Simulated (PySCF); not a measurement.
# Ti₂Cl⁺: relaxation and vibrations of the septet

The task is one start of a wider search on Ti₂Cl⁺: the septet, from a PBE minimum start. It is relaxed, tested by its Hessian and followed downhill if it is a saddle.

Method: PBE, basis Cl def2-SVP, Ti def2-SVP, no relativity, density fitting; program: PySCF 2.14.0.

### 1 The starting structure

3 atoms, charge 1, spin multiplicity 7.

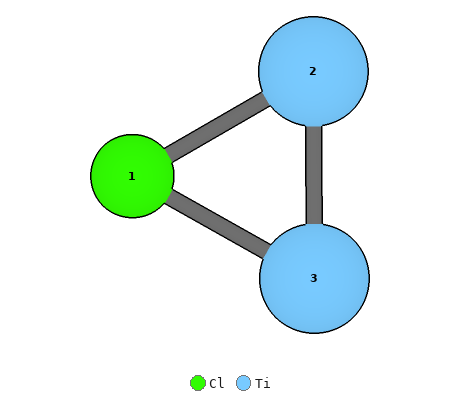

The starting geometry (chlorine green, titanium blue); atoms are numbered from 1 in the order of the file.

Coordinates in bohr (charge 1 multiplicity 7):
```
Cl    0.0000    0.0000   -2.8821
Ti    2.2434    0.0000    1.0506
Ti   -2.2434    0.0000    1.0506
```

### 2 The SCF at the typed geometry

One driver script runs all steps and calls PySCF; scf.py shows how it sets up the SCF of each step. The optimiser is the driver's own. After this first run the driver tries any further starts and a stability analysis.

File scf.py:

```python
from pyscf import gto, scf, dft
mol = gto.M(atom='''
Cl     0.000000     0.000000    -1.525145
Ti     1.187174    -0.000000     0.555964
Ti    -1.187174     0.000000     0.555964''',
    basis={'Cl': 'def2-SVP', 'Ti': 'def2-SVP'},
    charge=1, spin=6)
mf = dft.UKS(mol, xc='PBE')
mf.grids.atom_grid = (50, 194)
aux = {'Cl': 'def2-universal-JKFIT', 'Ti': 'def2-universal-JKFIT'}
mf = mf.density_fit(auxbasis=aux)
mf.conv_tol = 1e-08
mf.diis_space = 10
mf.max_cycle = 60
mf.init_guess = 'minao'
mf.verbose = 4
mf.kernel()
```

Command:

```console
OMP_NUM_THREADS=2 python axn.py task.json out
```

Log:

```text
init E= -2158.19370435542
[... the frontier-level lines of each cycle are left out ...]
cycle= 1 E= -2157.78029926624  delta_E= 0.413  |g|= 0.304  |ddm|= 2.62
cycle= 2 E= -2157.54924322449  delta_E= 0.231  |g|= 0.582  |ddm|= 1.87
cycle= 3 E= -2157.82797293731  delta_E= -0.279  |g|= 0.156  |ddm|= 1.76
cycle= 4 E= -2157.84381245966  delta_E= -0.0158  |g|= 0.0514  |ddm|= 0.232
cycle= 5 E= -2157.84565205791  delta_E= -0.00184  |g|= 0.00615  |ddm|= 0.11
cycle= 6 E= -2157.84566983446  delta_E= -1.78e-05  |g|= 0.00184  |ddm|= 0.00782
cycle= 7 E= -2157.84567158982  delta_E= -1.76e-06  |g|= 0.000704  |ddm|= 0.00418
cycle= 8 E= -2157.84567190414  delta_E= -3.14e-07  |g|= 0.000257  |ddm|= 0.00199
cycle= 9 E= -2157.84567191918  delta_E= -1.5e-08  |g|= 0.000188  |ddm|= 0.000493
cycle= 10 E= -2157.84567180899  delta_E= 1.1e-07  |g|= 0.000475  |ddm|= 0.000619
cycle= 11 E= -2157.84567194092  delta_E= -1.32e-07  |g|= 8.59e-06  |ddm|= 0.000484
cycle= 12 E= -2157.84567194096  delta_E= -4.05e-11  |g|= 3.1e-06  |ddm|= 2.03e-05
Extra cycle  E= -2157.84567194096  delta_E= 4.55e-13  |g|= 4.08e-06  |ddm|= 9.14e-06
converged SCF energy = -2157.84567194096  <S^2> = 12.006978  2S+1 = 7.0019935
```

This step, with its further starts and checks, ran for 32 s (2 threads of Arm Neoverse N1, shared host).

Energies from each starting density:

```csv
start,energy (Eh)
the minimal-basis guess,-2157.845672
a thermally smeared density,-2157.845672
a smeared PBE density,-2157.845672
```

The test of internal stability and the other starts found no lower solution of this spin.

### 3 Relaxing the septet from the PBE minimum start

The program finds C2v symmetry in the start, which this walk keeps.

Edit scf.py of step 2 so:

```diff
@@ -3,3 +3,3 @@
-Cl     0.000000     0.000000    -1.525145
-Ti     1.187174    -0.000000     0.555964
-Ti    -1.187174     0.000000     0.555964''',
+Cl     0.000000     0.000000    -1.525008
+Ti     1.187174     0.000000     0.556101
+Ti    -1.187174     0.000000     0.556101''',
@@ -15 +14,0 @@
-mf.init_guess = 'minao'
```

The optimiser's trace:

```csv
step,energy (Eh),change (kJ/mol),largest symmetric gradient (Eh/bohr)
0,-2157.845672,0.00,0.00036
1,-2157.845672,0.00,0.00022
```

The walk took 5.1 s.

Geometry (Å) and forces (eV/Å) at some steps:

```
step 0
Cl   0.000   0.000  -1.525   0.000   0.000  -0.019
Ti   1.187   0.000   0.556  -0.007   0.000   0.009
Ti  -1.187   0.000   0.556   0.007   0.000   0.009
step 1
Cl   0.000   0.000  -1.526   0.000   0.000  -0.011
Ti   1.187   0.000   0.556  -0.006   0.000   0.005
Ti  -1.187   0.000   0.556   0.006   0.000   0.005
```

End point (C2v, 1 steps, 0.0 kJ/mol gained): Cl–Ti 2.396 Å (×2), Ti–Ti 2.374 Å; Cl–Ti–Ti 60.3° (×2), Ti–Cl–Ti 59.4°.

### 4 Hessian and properties

On the finer grid the gradient is checked again; gradients at displacements of ±0.02 bohr then give force constants and infrared intensities.

Edit scf.py of step 3 so:

```diff
@@ -3,3 +3,3 @@
-Cl     0.000000     0.000000    -1.525008
-Ti     1.187174     0.000000     0.556101
-Ti    -1.187174     0.000000     0.556101''',
+Cl     0.000000     0.000000    -1.525109
+Ti     1.187421     0.000000     0.556077
+Ti    -1.187421     0.000000     0.556077''',
@@ -9 +9 @@
-mf.grids.atom_grid = (50, 194)
+mf.grids.atom_grid = (75, 302)
@@ -12 +12 @@
-mf.conv_tol = 1e-08
+mf.conv_tol = 1e-10
```

This SCF starts from the last density.

SCF at the final geometry:

```text
init E= -2157.84571996142
[... the frontier-level lines of each cycle are left out ...]
cycle= 1 E= -2157.84571996119  delta_E= 2.24e-10  |g|= 1.98e-05  |ddm|= 2.1e-05
cycle= 2 E= -2157.84571990101  delta_E= 6.02e-08  |g|= 0.000322  |ddm|= 0.000327
cycle= 3 E= -2157.8457199614  delta_E= -6.04e-08  |g|= 5.11e-06  |ddm|= 0.00031
cycle= 4 E= -2157.84571996142  delta_E= -2e-11  |g|= 5.82e-07  |ddm|= 7.53e-06
Extra cycle  E= -2157.84571996141  delta_E= 4.55e-12  |g|= 9.5e-07  |ddm|= 1.9e-06
converged SCF energy = -2157.84571996141  <S^2> = 12.006971  2S+1 = 7.0019913
```

The whole step took 83 s.

Geometry: C2v; Cl–Ti 2.396 Å (×2), Ti–Ti 2.375 Å; Cl–Ti–Ti 60.3° (×2), Ti–Cl–Ti 59.4°.

Harmonic modes (main isotopes):

| symmetry | ω (cm⁻¹) | IR (km/mol) | μ (u) |
| --- | --- | --- | --- |
| b2 | 232 | 6.8 | 41.72 |
| a1 | 243 | 4.1 | 45.77 |
| a1 | 368 | 27.6 | 39.16 |

No imaginary mode, so this is a minimum.

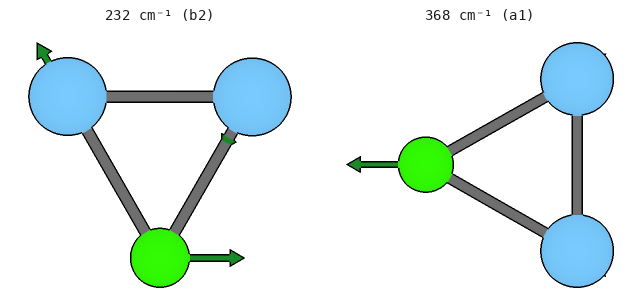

Displacements of 2 of the modes, as arrows (one member where a mode is degenerate).

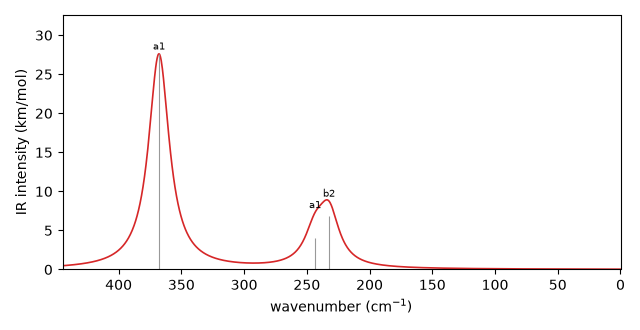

The harmonic infrared spectrum (widths in cm⁻¹). Lines are broadened to a width of 20 cm⁻¹ (Lorentzian).

Constants and moments:

```
Dipole moment about the centre of mass                          : 4.60 D
Highest occupied level                                          : -8.00 eV
Lowest empty level                                              : -7.99 eV
Rotational constants                                            : 0.1519, 0.1247, 0.06847 cm⁻¹
Zero-point energy                                               : 5.0 kJ/mol
Principal polarisabilities                                      : 56.7, 63.2, 98.9 bohr³
Principal traceless quadrupole moments about the centre of mass : -11.28, -9.11, 20.39 D Å
Entropy at 298.15 K and 1 bar (electronic part: spin only)      : 311.2 J/(mol K)
Heat capacity Cp at 298.15 K                                    : 54.6 J/(mol K)
Enthalpy at 298.15 K above 0 K                                  : 13.46 kJ/mol
Rotational symmetry number                                      : 2
Spin squared ⟨S²⟩                                               : 12.007
```

Charges (e) and bond orders:

```csv
atom,Mulliken,Löwdin,polar tensor,spin (Mulliken),Mayer order to Cl1
Cl1,-0.16,0.14,-0.37,-0.03,–
"Ti2,3",0.58,0.43,0.68,3.02,0.71
```

Outer orbital energies (eV). α occupied: -12.75, -12.32, -10.25, -9.46, -9.45, -8.51, -8.24, -8.00; empty: -7.54, -7.25, -7.20, -7.02. β occupied: -39.97, -39.81, -39.77, -39.64, -24.01, -13.04, -12.63, -12.05; empty: -7.99, -7.40, -7.34, -6.60.

Mulliken populations on Cl1: s 5.94, p 11.21, d 0.02.

### 5 Summary of results

| quantity | value |
| --- | --- |
| minimum | septet, C2v |
| geometry | Cl–Ti 2.396 Å (×2), Ti–Ti 2.375 Å; Cl–Ti–Ti 60.3° (×2), Ti–Cl–Ti 59.4° |
| wavenumbers (cm⁻¹) | 232 (b2), 243 (a1), 368 (a1) |
| dipole moment (centre of mass) | 4.60 D |
| highest occupied, lowest empty level (either spin) | -8.00, -7.99 eV |
| polar-tensor charge of Cl1 | -0.37 e |
| zero-point energy | 5.0 kJ/mol |
| entropy at 298.15 K | 311.2 J/(mol K) |
| ⟨S²⟩ | 12.007 |

What this shows: The molecule stays C2v, as typed, and the end point is a minimum. In the infrared the band at 368 cm⁻¹ (a1) leads. Other starts or spin states, not run here, may lie lower. Open d and f shells are described by one determinant, and the ground state may have another occupation or spin.

The search up to here took 2 min.
